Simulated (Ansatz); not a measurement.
# CH$_{9}$N$_{3}$Ti: geometry relaxation

CH$_{9}$N$_{3}$Ti, computed with RKS PBE0-D4/def2-TZVP (Ansatz 0.2.0).

The geometry: PBE-D4/def2-SVP start. Figures and captions count atoms from 1; the log counts them from 0 in places.

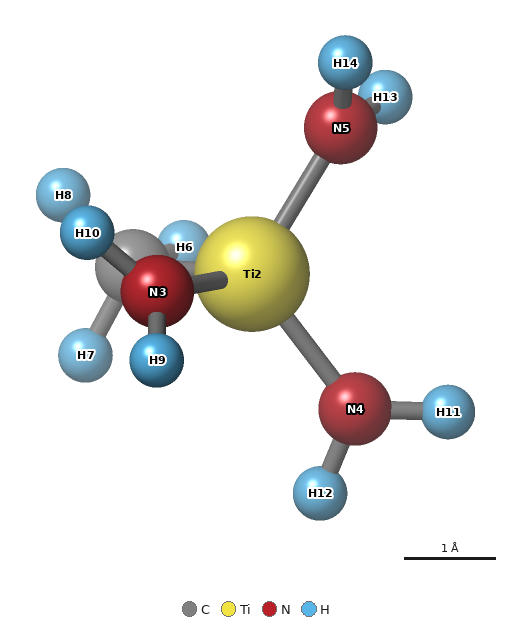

The starting structure (ball-and-stick view, seen at a tilt; atoms are numbered from 1 in the order of the input). Sticks mark near contacts. Bond lengths as drawn: C–H 1.11 Å, C–Ti 2.10 Å, H–N 1.02 to 1.03 Å and N–Ti 1.89 Å.

## Summary

| quantity | value |
| --- | --- |
| outcome | converged |
| total energy | −28761.9608 eV |
| mean-field energy | −28761.7052 eV |
| dispersion energy | −0.2556 eV |
| SCF solution under orbital rotations | stable |
| largest force (length of the vector) at the end | 0.003 eV/Å |
| dipole moment | 1.08 D |
| hardware | 4 threads of Arm Neoverse V1, 23 GiB of memory available, shared host |
| wall time | 39 s (CPU time 2.4 min) |
| peak memory | 0.68 GiB |

## The input
```yaml
crystal:
  periodic: [false, false, false]
  atoms:
    - {symbol: C, position_ang: [-1.444124, 1.122885, -0.082344]}
    - {symbol: Ti, position_ang: [0.214446, -0.168987, 0.014440]}
    - {symbol: N, position_ang: [1.348730, 0.451907, 1.386745]}
    - {symbol: N, position_ang: [-0.432010, -1.898099, 0.397529]}
    - {symbol: N, position_ang: [1.076088, -0.114121, -1.661817]}
    - {symbol: H, position_ang: [-2.094300, 0.860475, -0.945853]}
    - {symbol: H, position_ang: [-2.053765, 1.045393, 0.844546]}
    - {symbol: H, position_ang: [-1.124022, 2.181511, -0.198836]}
    - {symbol: H, position_ang: [1.648563, -0.016832, 2.247207]}
    - {symbol: H, position_ang: [1.664466, 1.430100, 1.403459]}
    - {symbol: H, position_ang: [-0.331191, -2.763969, -0.140760]}
    - {symbol: H, position_ang: [-1.071954, -2.059121, 1.185796]}
    - {symbol: H, position_ang: [0.550030, -0.262871, -2.532382]}
    - {symbol: H, position_ang: [2.036142, 0.162728, -1.888830]}
basis:
  gaussian: {orbitals: def2-TZVP}
hamiltonian: {xc: pbe0, dispersion: d4}
relax: {f_tol: 0.005, max_steps: 150}
```

Command:
```bash
ansatz run in.yaml --threads 4 --pin off --events-out ev --progress --plain --max-ram 11315MiB
```

## The program's output
```
Functional definition: PBE0
  name "PBE0"
  cite "Adamo & Barone, J. Chem. Phys. 110, 6158 (1999) doi:10.1063/1.478522"
  cite "Perdew, Burke & Ernzerhof, Phys. Rev. Lett. 77, 3865 (1996) doi:10.1103/PhysRevLett.77.3865"
  parent pbe
  parameter a = 0.25
  parameter kappa = 0.804
  parameter beta = 0.06672455060314922
  exchange = (1 - a)*pbe_x(kappa = kappa, mu = beta*pi^2/3) + a*exact_x
  correlation = pbe_c(beta = beta)
1507 factors; their error is unknown
mean field evaluation 1: about -28736.3782 eV, gradient 1.2e2 eV
mean field evaluation 2: about -28527.1489 eV, gradient 4.0e2 eV
mean field evaluation 4: about -28758.3366 eV, gradient 4.1e1 eV
mean field evaluation 8: about -28761.5371 eV, gradient 2.7e-1 eV
mean field evaluation 16: about -28761.6562 eV, gradient 4.5e-3 eV
mean field -28761.65623868 eV, -1056.9713714206 hartree, gradient 2.2e-5 eV, S^2 0.000000; 0 other end points of the search recorded, 0 dependent functions left out
the calculation of the forces begins
reference -28761.65627911 eV, -1056.9713729063 hartree; 29, 29 occupied and 194, 194 virtual orbitals, 1507 factors
relax step   1: F+E_penalty+E_count = -28761.90998690 eV  Δ(F+E_penalty+E_count) = +0.000e0 eV  max|allowed force component| = 6.763e-1 eV/Å  Δτ_max = 0.0000 Å  (32 SCF iters, accepted)
these checks for a lower state are left out or cut short: starts, cluster_reference, orbital_swaps, neighbouring_geometries, increment
1507 factors; their error is unknown
mean field -28761.69918968 eV, -1056.9729498409 hartree, gradient 1.3e-5 eV, S^2 0.000000; 0 other end points of the search recorded, 0 dependent functions left out
the calculation of the forces begins
reference -28761.69923007 eV, -1056.9729513250 hartree; 29, 29 occupied and 194, 194 virtual orbitals, 1507 factors
relax step   2: F+E_penalty+E_count = -28761.95452193 eV  Δ(F+E_penalty+E_count) = -4.454e-2 eV  max|allowed force component| = 2.524e-1 eV/Å  Δτ_max = 0.0416 Å  (35 SCF iters, accepted)
these checks for a lower state are left out or cut short: starts, cluster_reference, orbital_swaps, neighbouring_geometries, increment
1507 factors; their error is unknown
mean field evaluation 32: about -28761.7033 eV, gradient 4.2e-3 eV
mean field -28761.70329346 eV, -1056.9731006521 hartree, gradient 1.0e-5 eV, S^2 0.000000; 0 other end points of the search recorded, 0 dependent functions left out
the calculation of the forces begins
reference -28761.70333376 eV, -1056.9731021329 hartree; 29, 29 occupied and 194, 194 virtual orbitals, 1507 factors
relax step   3: F+E_penalty+E_count = -28761.95912532 eV  Δ(F+E_penalty+E_count) = -4.603e-3 eV  max|allowed force component| = 4.137e-2 eV/Å  Δτ_max = 0.0107 Å  (36 SCF iters, accepted)
these checks for a lower state are left out or cut short: starts, cluster_reference, orbital_swaps, neighbouring_geometries, increment
1507 factors; their error is unknown
mean field -28761.70407909 eV, -1056.9731295232 hartree, gradient 1.0e-5 eV, S^2 0.000000; 0 other end points of the search recorded, 0 dependent functions left out
the calculation of the forces begins
reference -28761.70411941 eV, -1056.9731310050 hartree; 29, 29 occupied and 194, 194 virtual orbitals, 1507 factors
relax step   4: F+E_penalty+E_count = -28761.95983068 eV  Δ(F+E_penalty+E_count) = -7.054e-4 eV  max|allowed force component| = 2.721e-2 eV/Å  Δτ_max = 0.0146 Å  (36 SCF iters, accepted)
these checks for a lower state are left out or cut short: starts, cluster_reference, orbital_swaps, neighbouring_geometries, increment
1507 factors; their error is unknown
mean field -28761.70489768 eV, -1056.9731596060 hartree, gradient 1.0e-5 eV, S^2 0.000000; 0 other end points of the search recorded, 0 dependent functions left out
the calculation of the forces begins
reference -28761.70493802 eV, -1056.9731610886 hartree; 29, 29 occupied and 194, 194 virtual orbitals, 1507 factors
relax step   5: F+E_penalty+E_count = -28761.96050200 eV  Δ(F+E_penalty+E_count) = -6.713e-4 eV  max|allowed force component| = 1.372e-2 eV/Å  Δτ_max = 0.0207 Å  (36 SCF iters, accepted)
these checks for a lower state are left out or cut short: starts, cluster_reference, orbital_swaps, neighbouring_geometries, increment
1507 factors; their error is unknown
mean field -28761.70512987 eV, -1056.9731681389 hartree, gradient 1.0e-5 eV, S^2 0.000000; 0 other end points of the search recorded, 0 dependent functions left out
the calculation of the forces begins
reference -28761.70517020 eV, -1056.9731696210 hartree; 29, 29 occupied and 194, 194 virtual orbitals, 1507 factors
relax step   6: F+E_penalty+E_count = -28761.96071044 eV  Δ(F+E_penalty+E_count) = -2.084e-4 eV  max|allowed force component| = 5.933e-3 eV/Å  Δτ_max = 0.0076 Å  (36 SCF iters, accepted)
these checks for a lower state are left out or cut short: starts, cluster_reference, orbital_swaps, neighbouring_geometries, increment
1507 factors; their error is unknown
mean field -28761.70512515 eV, -1056.9731679652 hartree, gradient 1.0e-5 eV, S^2 0.000000; 0 other end points of the search recorded, 0 dependent functions left out
the calculation of the forces begins
reference -28761.70516548 eV, -1056.9731694473 hartree; 29, 29 occupied and 194, 194 virtual orbitals, 1507 factors
relax step   7: F+E_penalty+E_count = -28761.96071868 eV  Δ(F+E_penalty+E_count) = -8.241e-6 eV  max|allowed force component| = 2.201e-3 eV/Å  Δτ_max = 0.0025 Å  (37 SCF iters, accepted)
1507 factors; their error is unknown
mean field evaluation 64: about -28761.7051 eV, gradient 6.1e-5 eV
```

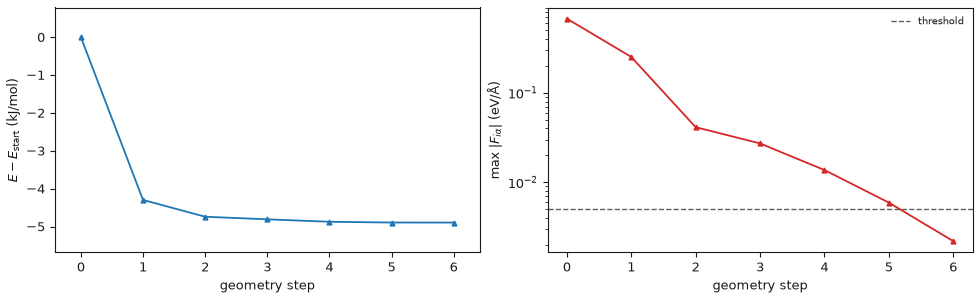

Progress of the relaxation, step by step (the first geometry is step 0 here and step 1 in the log).

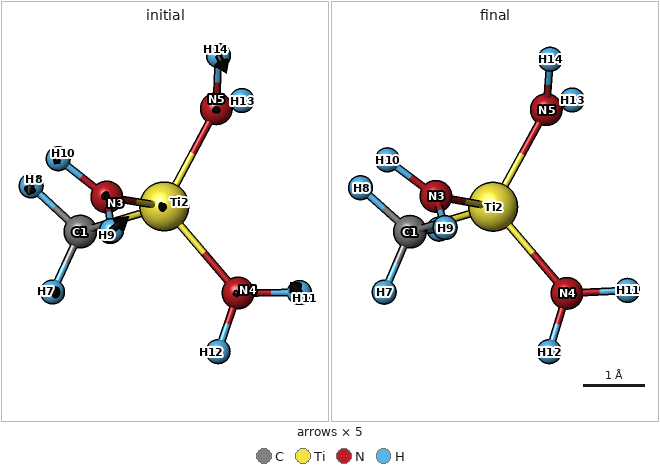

Before (left) and after (right) the relaxation, at one scale (ball-and-stick view, seen at a tilt). The black arrows give the displacements, magnified 5 times. After 6 geometry steps the energy has fallen by 4.89 kJ/mol. Largest force component: 0.68 eV/Å at the start, 0.0022 eV/Å at the end. The largest move after the best rigid fit is that of H9, 0.080 Å. By element the largest moves are H 0.080 Å, Ti 0.028 Å, N 0.027 Å, C 0.011 Å. Among the contacts that change: C1–Ti2 2.105 → 2.087 Å, C1–H6 1.112 → 1.095 Å, N3–H10 1.028 → 1.012 Å, N3–H9 1.025 → 1.009 Å. Among the angles that change: Ti2–N3–H9 129.5° → 127.2°, Ti2–N5–H14 129.3° → 127.2°. (Atoms are counted from 1 in the order of the input.)

```
mean field -28761.70512515 eV, -1056.9731679652 hartree, gradient 6.1e-5 eV, S^2 0.000000; 1 other end points of the search recorded, 0 dependent functions left out
the calculation of the forces begins
reference -28761.70516548 eV, -1056.9731694473 hartree; 29, 29 occupied and 194, 194 virtual orbitals, 1507 factors
Total energy: -28761.96075901 eV, -1056.9825623364 hartree
Atom 0 at    -1.453078     1.128708    -0.082336 Å, force    -0.002201     0.001874    -0.000218 eV/Å
Atom 1 at     0.192043    -0.152368     0.013241 Å, force     0.002041    -0.001815     0.000512 eV/Å
Atom 2 at     1.338511     0.472394     1.373545 Å, force    -0.000571     0.000465    -0.000421 eV/Å
Atom 3 at    -0.440437    -1.883994     0.408928 Å, force    -0.000166     0.000613     0.000222 eV/Å
Atom 4 at     1.055333    -0.117928    -1.662657 Å, force    -0.000635     0.000181    -0.000029 eV/Å
Atom 5 at    -2.070433     0.897605    -0.957114 Å, force     0.000227    -0.000694    -0.000489 eV/Å
Atom 6 at    -2.073348     1.025848     0.814583 Å, force     0.000272    -0.000469     0.000611 eV/Å
Atom 7 at    -1.124987     2.171072    -0.157262 Å, force     0.000717     0.000247     0.000006 eV/Å
Atom 8 at     1.672139    -0.042855     2.174871 Å, force     0.000146     0.000240    -0.000002 eV/Å
Atom 9 at     1.653819     1.432391     1.425617 Å, force     0.000026    -0.000284     0.000391 eV/Å
Atom 10 at    -0.284647    -2.727093    -0.123824 Å, force    -0.000150    -0.000142     0.000249 eV/Å
Atom 11 at    -1.063531    -2.075659     1.182717 Å, force     0.000056    -0.000267    -0.000507 eV/Å
Atom 12 at     0.563653    -0.263947    -2.534810 Å, force     0.000381     0.000268    -0.000086 eV/Å
Atom 13 at     2.022062     0.106825    -1.846599 Å, force    -0.000143    -0.000217    -0.000239 eV/Å
Dipole moment:     0.177835    -0.138466     0.010359 e Å
```

## Trajectory as extended XYZ (Å, eV, eV/Å), 7 frames, from step=1 to step=7
```
14
Properties=species:S:1:pos:R:3:forces:R:3 step=1 energy=-28761.90999
C    -1.4441    1.1229   -0.0823   -0.2919   0.2145  -0.0159
Ti    0.2144   -0.1690    0.0144   -0.0700   0.0565  -0.0078
N     1.3487    0.4519    1.3867    0.3397   0.3518   0.5224
N    -0.4320   -1.8981    0.3975   -0.3657  -0.5941   0.1658
N     1.0761   -0.1141   -1.6618    0.2285   0.0958  -0.6763
H    -2.0943    0.8605   -0.9459    0.3081   0.1291   0.4076
H    -2.0538    1.0454    0.8445    0.2808   0.0411  -0.4350
H    -1.1240    2.1815   -0.1988   -0.1491  -0.5063   0.0590
H     1.6486   -0.0168    2.2472   -0.1894   0.2804  -0.5802
H     1.6645    1.4301    1.4035   -0.1876  -0.6173   0.0071
H    -0.3312   -2.7640   -0.1408   -0.0413   0.5661   0.3392
H    -1.0720   -2.0591    1.1858    0.4049   0.0834  -0.4995
H     0.5500   -0.2629   -2.5324    0.3436   0.0934   0.5426
H     2.0361    0.1627   -1.8888   -0.6107  -0.1944   0.1710
14
Properties=species:S:1:pos:R:3:forces:R:3 step=2 energy=-28761.95452
C    -1.4436    1.1199   -0.0802   -0.1395   0.0985  -0.0103
Ti    0.2048   -0.1620    0.0134   -0.0285   0.0215   0.0057
N     1.3352    0.4618    1.3855    0.1578   0.1120   0.1912
N    -0.4423   -1.8899    0.3939   -0.1124  -0.2202   0.0808
N     1.0685   -0.1058   -1.6600    0.0993   0.0083  -0.2524
H    -2.0806    0.8712   -0.9423    0.0993   0.0283   0.1158
H    -2.0549    1.0376    0.8309    0.0950   0.0008  -0.1227
H    -1.1225    2.1670   -0.1829   -0.0295  -0.1461   0.0160
H     1.6695   -0.0221    2.2116   -0.0893   0.0726  -0.1918
H     1.6487    1.4285    1.4094   -0.0564  -0.1680  -0.0040
H    -0.3126   -2.7505   -0.1253   -0.0016   0.1786   0.0710
H    -1.0710   -2.0577    1.1749    0.1106   0.0335  -0.1345
H     0.5565   -0.2557   -2.5253    0.0837   0.0249   0.1531
H     2.0313    0.1287   -1.8747   -0.1885  -0.0447   0.0821
14
Properties=species:S:1:pos:R:3:forces:R:3 step=3 energy=-28761.95913
C    -1.4438    1.1209   -0.0810   -0.0137   0.0096  -0.0028
Ti    0.2012   -0.1597    0.0136    0.0275  -0.0216  -0.0020
N     1.3370    0.4641    1.3816    0.0042   0.0414   0.0012
N    -0.4404   -1.8892    0.3982   -0.0279  -0.0006   0.0285
N     1.0651   -0.1104   -1.6605   -0.0233  -0.0011  -0.0303
H    -2.0735    0.8758   -0.9427   -0.0025  -0.0046  -0.0109
H    -2.0521    1.0331    0.8253   -0.0061  -0.0047   0.0126
H    -1.1189    2.1620   -0.1774    0.0087   0.0102   0.0006
H     1.6628   -0.0220    2.2033   -0.0027  -0.0406   0.0029
H     1.6468    1.4270    1.4117    0.0061   0.0199  -0.0014
H    -0.3118   -2.7410   -0.1268    0.0269  -0.0038  -0.0305
H    -1.0659   -2.0605    1.1749   -0.0115  -0.0013   0.0185
H     0.5577   -0.2575   -2.5234   -0.0143  -0.0055  -0.0152
H     2.0230    0.1284   -1.8681    0.0287   0.0026   0.0289
14
Properties=species:S:1:pos:R:3:forces:R:3 step=4 energy=-28761.95983
C    -1.4472    1.1236   -0.0813    0.0072  -0.0065   0.0003
Ti    0.1984   -0.1576    0.0135    0.0040  -0.0032  -0.0008
N     1.3348    0.4668    1.3813    0.0089   0.0272  -0.0105
N    -0.4425   -1.8877    0.3990   -0.0110   0.0026   0.0264
N     1.0624   -0.1095   -1.6610   -0.0191  -0.0119  -0.0170
H    -2.0717    0.8832   -0.9480   -0.0060  -0.0018  -0.0102
H    -2.0593    1.0297    0.8217   -0.0073  -0.0019   0.0095
H    -1.1201    2.1648   -0.1697    0.0043   0.0117   0.0000
H     1.6710   -0.0287    2.1933   -0.0055  -0.0253   0.0043
H     1.6459    1.4292    1.4151    0.0040   0.0095   0.0038
H    -0.3013   -2.7393   -0.1232    0.0140  -0.0007  -0.0212
H    -1.0661   -2.0630    1.1765   -0.0067  -0.0044   0.0074
H     0.5581   -0.2582   -2.5257   -0.0043  -0.0010  -0.0100
H     2.0246    0.1176   -1.8626    0.0175   0.0058   0.0180
14
Properties=species:S:1:pos:R:3:forces:R:3 step=5 energy=-28761.96050
C    -1.4525    1.1281   -0.0821    0.0137  -0.0110   0.0016
Ti    0.1932   -0.1536    0.0133   -0.0004  -0.0009   0.0010
N     1.3360    0.4704    1.3770    0.0049   0.0050  -0.0082
N    -0.4417   -1.8854    0.4044    0.0014   0.0073   0.0111
N     1.0578   -0.1139   -1.6618   -0.0091  -0.0088   0.0012
H    -2.0688    0.8969   -0.9575   -0.0036   0.0020  -0.0014
H    -2.0724    1.0243    0.8148   -0.0030   0.0018   0.0000
H    -1.1229    2.1699   -0.1563   -0.0027   0.0042  -0.0004
H     1.6788   -0.0398    2.1778   -0.0077   0.0050  -0.0070
H     1.6464    1.4327    1.4218    0.0031  -0.0069   0.0093
H    -0.2868   -2.7331   -0.1211   -0.0022   0.0056  -0.0003
H    -1.0645   -2.0691    1.1807    0.0018  -0.0085  -0.0064
H     0.5597   -0.2611   -2.5303    0.0098   0.0029  -0.0023
H     2.0248    0.1048   -1.8519   -0.0060   0.0023   0.0017
14
Properties=species:S:1:pos:R:3:forces:R:3 step=6 energy=-28761.96071
C    -1.4524    1.1282   -0.0823   -0.0001   0.0000  -0.0002
Ti    0.1924   -0.1527    0.0134    0.0059  -0.0045   0.0004
N     1.3387    0.4728    1.3739   -0.0002  -0.0002   0.0001
N    -0.4407   -1.8843    0.4091   -0.0003   0.0000   0.0000
N     1.0551   -0.1178   -1.6631    0.0003   0.0001   0.0000
H    -2.0693    0.8968   -0.9572   -0.0015   0.0002  -0.0011
H    -2.0725    1.0251    0.8147   -0.0016   0.0003   0.0014
H    -1.1239    2.1704   -0.1571   -0.0002   0.0019  -0.0002
H     1.6735   -0.0418    2.1751   -0.0021  -0.0013  -0.0019
H     1.6520    1.4335    1.4268   -0.0007  -0.0008  -0.0022
H    -0.2850   -2.7280   -0.1228    0.0011   0.0027  -0.0011
H    -1.0656   -2.0753    1.1816    0.0014   0.0020   0.0002
H     0.5628   -0.2622   -2.5352   -0.0011  -0.0008   0.0021
H     2.0219    0.1062   -1.8479   -0.0010   0.0002   0.0027
14
Properties=species:S:1:pos:R:3:forces:R:3 step=7 energy=-28761.96072
C    -1.4531    1.1287   -0.0823   -0.0022   0.0019  -0.0002
Ti    0.1920   -0.1524    0.0132    0.0020  -0.0018   0.0005
N     1.3385    0.4724    1.3735   -0.0006   0.0005  -0.0004
N    -0.4404   -1.8840    0.4089   -0.0002   0.0006   0.0002
N     1.0553   -0.1179   -1.6627   -0.0006   0.0002   0.0000
H    -2.0704    0.8976   -0.9571    0.0002  -0.0007  -0.0005
H    -2.0733    1.0258    0.8146    0.0003  -0.0005   0.0006
H    -1.1250    2.1711   -0.1573    0.0007   0.0002   0.0000
H     1.6721   -0.0429    2.1749    0.0001   0.0002   0.0000
H     1.6538    1.4324    1.4256    0.0000  -0.0003   0.0004
H    -0.2846   -2.7271   -0.1238   -0.0001  -0.0001   0.0002
H    -1.0635   -2.0757    1.1827    0.0001  -0.0003  -0.0005
H     0.5637   -0.2639   -2.5348    0.0004   0.0003  -0.0001
H     2.0221    0.1068   -1.8466   -0.0001  -0.0002  -0.0002
```

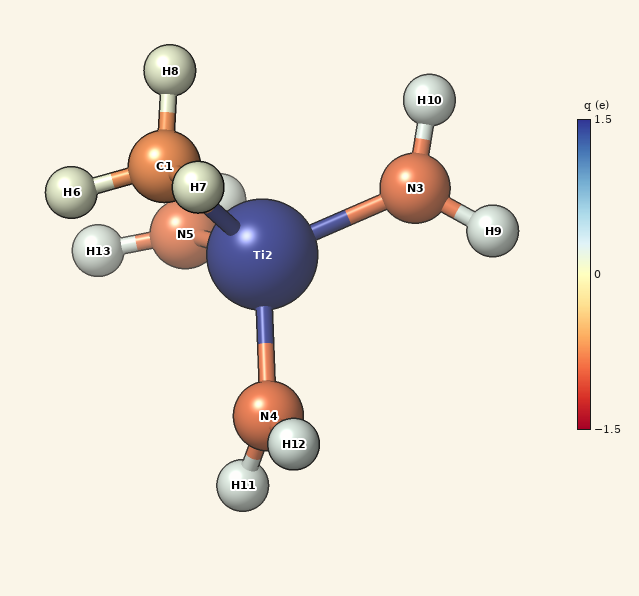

Mulliken charges, as the colour of each atom (ball-and-stick view, seen at a tilt; atoms are numbered from 1 in the order of the input; Mulliken charges depend strongly on the basis). By element: C −0.72, Ti +1.46, N −0.85 and H +0.13 to +0.25 e.
